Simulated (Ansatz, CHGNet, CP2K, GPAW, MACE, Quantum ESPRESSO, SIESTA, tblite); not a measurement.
**Forces in (9,9) carbon nanotube bundle (108 atoms), program by program**

One geometry of (9,9) carbon nanotube bundle (108 atoms) is solved by several programs and methods. How far do their forces lie from a plane-wave PBE run?

Results are calculated, not measured.

**1. The structure**

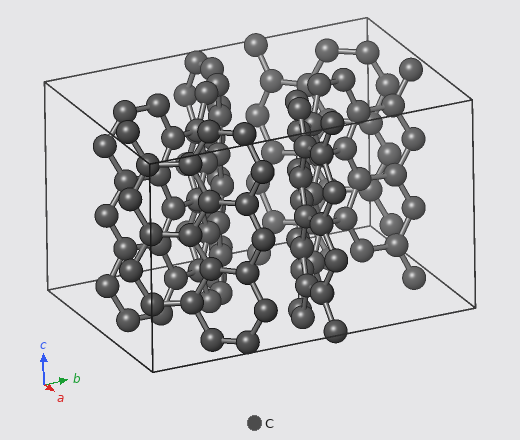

The cell (carbon dark grey). Some periodic images of atoms are drawn too.

The cell holds 108 atoms (108 C), with edges of 15.51, 15.51 and 7.38 Å. Recipe: graphene sheet (a = 2.46 Å) rolled into a (9,9) tube of diameter 12.21 Å, 3 periods, hexagonal bundle with 3.3 Å between walls; not relaxed, displaced by a Gaussian of 0.02 Å. Then every atom was moved at random, 0.02 Å r.m.s. a Cartesian component. The density is 1.40 g/cm³.

**2. The reference input**

Quantum ESPRESSO 7.5: Kohn-Sham DFT, PBE, SSSP efficiency 1.3.0 pseudopotentials, plane waves. Its input, pw.in:

```
&control
  calculation = 'scf'
  pseudo_dir = './pseudo'
  outdir = './tmp'
  disk_io = 'none'
  tprnfor = .true.
  tstress = .true.
/
&system
  ibrav = 0
  nat = 108
  ntyp = 1
  ecutwfc = 45
  ecutrho = 360
  nosym = .true.
  occupations = 'smearing'
  smearing = 'fd'
  degauss = 0.003675
/
&electrons
  conv_thr = 5.4e-07
  electron_maxstep = 100
  mixing_beta = 0.2
  mixing_mode = 'local-TF'
  diagonalization = 'david'
/
ATOMIC_SPECIES
C 12.011 C.upf
CELL_PARAMETERS angstrom
15.50642 0.00000 0.00000
-7.75321 13.42896 0.00000
0.00000 0.00000 7.38000
ATOMIC_POSITIONS crystal
C 0.41574 0.05107 0.16759
C 0.43680 0.10703 0.99484
C 0.45201 0.20444 0.00281
C 0.45584 0.25008 0.16010
[... 102 atom lines left out ...]
C 0.32837 0.89414 0.99418
C 0.35916 0.94481 0.83409
K_POINTS gamma
```

```console
$ OMP_NUM_THREADS=1 mpirun -np 4 pw.x -in pw.in > output.txt
```

The job ended after 3 min (4 MPI ranks of Arm Neoverse V1, shared host; peak memory 4.2 GiB; 12 min of CPU time).

It converged with an r.m.s. force component of 1.7 eV/Å and a pressure of 3.6 GPa.

**3. The other programs**

- CHGNet: machine-learned potential, published weights.
- CP2K 2026.2: Gaussian basis with GTH pseudopotentials and a plane-wave density; labels give functional, basis (MOLOPT sets; SR short-range, UZH the newer set with its own potentials), grid cutoff/relative cutoff and solver (OT: orbital transformation; TRS4, TC2, SIGN: linear-scaling purification with its sparsity filter), or its built-in tight binding.
- GPAW 26.7.0: PAW with atomic orbitals (LCAO), plane waves or a real-space grid of spacing h.
- MACE: machine-learned potential, published weights.
- SIESTA 5.4.2: numerical atomic orbitals, whose automatically made sets are far from complete, with PseudoDojo norm-conserving potentials that we converted to its format (checked against plane waves on the same files for H, C, O, Si, Ge and Ca alone); labels give functional, basis size, energy shift and mesh cutoff.
- tblite 0.8.0: extended tight binding, driven from Python.

All use the same cell and atoms, and the electronic-structure runs the same k-mesh.

**4. Side by side**

Differences are against the reference: forces as r.m.s. over components, share as that over the reference's r.m.s. force, slope as the fitted ratio of a run's forces to the reference's.

| run | Δ force, r.m.s. (meV/Å) | share (%) | slope | Δ pressure (GPa) | cores | CPU time | memory (GiB) |
| --- | --- | --- | --- | --- | --- | --- | --- |
| reference | - | - | - | - | 4 | 12 min | 4.2 |
| CHGNet r2SCAN potential | 493 | 29.9 | 0.766 | -2.31 | 1 | 4.8 s | 2.0 |
| CP2K PBE, DZVP-MOLOPT-SR, 157/50 Ry, diagonalisation (coarse) | 51.7 | 3.13 | 1.019 | 0.511 | 2 | 7 min | 0.95 |
| CP2K PBE, DZVP-MOLOPT-SR, 315/50 Ry, diagonalisation (coarse) | 33.0 | 2.00 | 1.017 | 0.497 | 2 | 9.6 min | 2.0 |
| CP2K PBE, DZVP-MOLOPT-SR, 450/50 Ry, diagonalisation | 31.2 | 1.89 | 1.016 | 0.496 | 4 | 9.1 min | 3.8 |
| CP2K PBE, TZVP-MOLOPT, 450/50 Ry, diagonalisation | 12.2 | 0.74 | 1.004 | 0.226 | 4 | 2.2 h | 4.2 |
| CP2K PBE, TZVP-UZH, 450/50 Ry, diagonalisation | 25.1 | 1.52 | 1.013 | 0.609 | 4 | 14 min | 4.0 |
| GPAW PBE, LCAO dzp, h 0.2 Å | 135 | 8.16 | 1.065 | - | 2 | 2.3 min | 1.4 |
| GPAW RPBE, LCAO dzp, h 0.2 Å | 154 | 9.32 | 1.073 | - | 2 | 2.3 min | 1.4 |
| MACE MP-0b2 small potential | 362 | 21.9 | 0.844 | -0.835 | 1 | 7.2 s | 0.68 |
| MACE MPA-0 medium potential | 309 | 18.7 | 0.946 | -1.11 | 1 | 9.3 s | 1.2 |
| SIESTA PBE, DZP, shift 0.01 Ry, mesh 100 Ry (coarse) | 232 | 14.0 | 1.114 | 5.48 | 2 | 86 s | 0.69 |
| SIESTA PBE, DZP, shift 0.01 Ry, mesh 300 Ry | 230 | 13.9 | 1.113 | 5.48 | 2 | 3.8 min | 1.2 |
| SIESTA PBE, SZP, shift 0.01 Ry, mesh 300 Ry (coarse) | 453 | 27.4 | 1.208 | 12.6 | 2 | 2.9 min | 1.1 |
| tblite GFN1-xTB | 195 | 11.8 | 0.960 | -1.76 | 1 | 2.5 s | 0.13 |
| tblite GFN2-xTB | 200 | 12.1 | 0.952 | -3.62 | 1 | 6.7 s | 0.13 |

Rows marked coarse were listed beforehand as settings not expected to be converged; some can still land near the reference.

Times of the machine-learned potentials are mostly Python's start and the loading of weights.

CPU time is summed over cores on shared hosts, so it is rough.

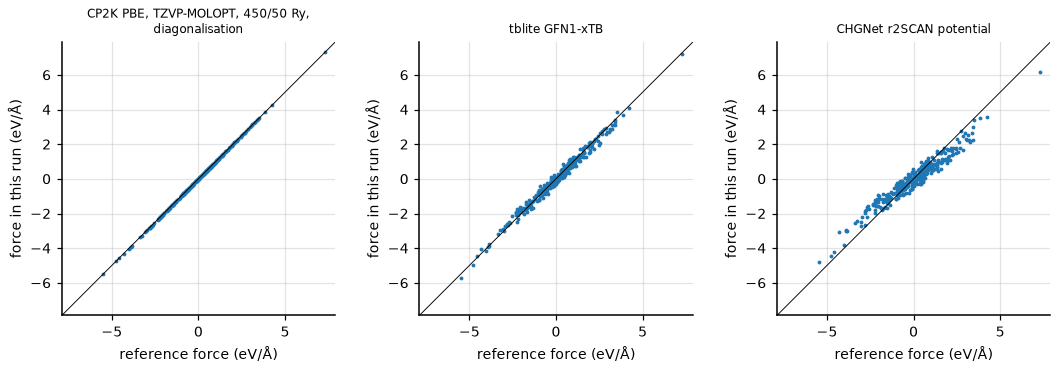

Force components against those of the reference; the line marks equality.

**5. Findings**

Forces lie from 0.74 % (CP2K PBE, TZVP-MOLOPT, 450/50 Ry, diagonalisation) to 30 % (CHGNet r2SCAN potential) of the reference's r.m.s. force of 1.7 eV/Å away from it. The PBE runs in local orbitals, coarse settings apart, differ by 0.74 % (CP2K PBE, TZVP-MOLOPT, 450/50 Ry, diagonalisation) to 14 % (SIESTA PBE, DZP, shift 0.01 Ry, mesh 300 Ry); basis, grid and potentials can all enter. Tight binding differs by 12 % in each run; it is another model, with fitted parameters of its own, and the xTB methods hold dispersion. Machine-learned potentials differ by 19 % (MACE MPA-0 medium potential) to 30 % (CHGNet r2SCAN potential); they were trained on other programs' data, some at another functional. Among those trained on PBE data the slope goes as low as 0.84, which softening far from their training structures can give, though the reference's k-sampling is untested too.

Rows with another functional or a dispersion term differ by 9.3 % (GPAW RPBE, LCAO dzp, h 0.2 Å), which mixes the change of model with differences of basis and potentials. Runs with settings chosen to be coarse differ by 2.0 % (CP2K PBE, DZVP-MOLOPT-SR, 315/50 Ry, diagonalisation) to 27 % (SIESTA PBE, SZP, shift 0.01 Ry, mesh 300 Ry), their programs' other errors included. SIESTA PBE, SZP, shift 0.01 Ry, mesh 300 Ry stiffens the forces by a factor of 1.21 while following their directions (correlation 0.989); the slopes of the 3 SIESTA runs lie between 1.11 and 1.21. From CP2K PBE, DZVP-MOLOPT-SR, 157/50 Ry, diagonalisation to the finer CP2K PBE, DZVP-MOLOPT-SR, 450/50 Ry, diagonalisation the share falls from 3.1 to 1.9 %. From SIESTA PBE, DZP, shift 0.01 Ry, mesh 100 Ry to the finer SIESTA PBE, DZP, shift 0.01 Ry, mesh 300 Ry the share goes from 14.0 to 13.9 %, so the grid isn't what parts these runs from the reference. Pressures at PBE, coarse settings apart, lie +0.23 to +5.48 GPa from the reference's.

**Limits.** Periodic xTB results under one method name differ between programs and library versions. The reference's pressure holds the uncorrected Pulay stress of its 45 Ry basis, so small pressure differences may be the reference's own error. Machine-learned potentials mimic data converged in k, so the reference's own k-point error enters their differences. The electronic-structure runs sample only Γ, in a cell whose shortest periodic width is 7 Å, which is coarse for a cell with partly filled levels. The reference's pressure of 3.6 GPa reflects the volume that the recipe set, positions that aren't this level's minimum and the coarse k-sampling. The reference's PBE has no dispersion term. Where levels are smeared, the DFT runs use Fermi–Dirac occupations at 580 K (0.05 eV), and energies are free energies. The atoms were displaced at random, and shares hang on the size of the forces that this gives. The reference's cutoffs and mesh weren't converged further here.

[Logs are printed without paths, hosts, clocks, repeated set-up lines and the standing remarks that a program may print on its own settings, such as how far it seeks lower states.]

[Hosts, paths, dates, database ids (printed as entryN), source tags and the programs' standing remarks are cut or masked in the printed files.]

[Cells were taken only where this reference lay near another plane-wave run.]
